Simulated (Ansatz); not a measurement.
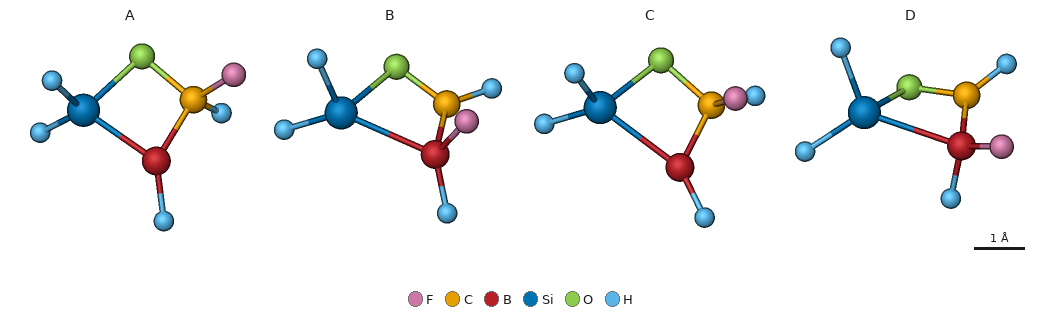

4 geometries from one relaxation of CH4BFOSi, in shuffled order. Style: ball-and-stick. Shown face on.

The run prepares the start of a later molecular dynamics calculation, from a guessed geometry.

Method: RKS revPBE/6-31G* (Ansatz 0.2.0). Set-up: no spin polarisation; force threshold 0.02 eV/Å; at most 40 steps.

**Order the frames from highest to lowest energy.**

A, C, B, D. They are steps 0, 9, 16, 28, at +54.0 kcal/mol, +31.0 kcal/mol, +9.49 kcal/mol relative to the last. Over 27 accepted moves (28 points after the start) the energy falls by 54.0 kcal/mol. The largest force component goes from 3.6 to 0.016 eV/Å. The line search rejected the trial step at point 13 of the run. The atom that moves furthest after the best rigid fit is the F atom (1.76 Å). Largest moves by element: F 1.76 Å, H 1.01 Å, O 1.00 Å, B 0.61 Å, C 0.46 Å, Si 0.15 Å. Some distances before and after: C–F 1.336 → 2.619 Å, B–F 2.377 → 1.377 Å, B–Si 1.832 → 2.111 Å, O–Si 1.736 → 1.829 Å. New bonds form, among them: B–F (2.38 → 1.38 Å). Bonds break, among them: C–F (1.34 → 2.62 Å). Bond angles that change, for instance: Si–B–H 130.0° → 92.6°, C–B–H 133.4° → 102.9°, B–C–H 111.9° → 134.1°. The run took 77 s on 2 threads of Arm Neoverse N1, on a shared host, peak memory 0.16 GiB.
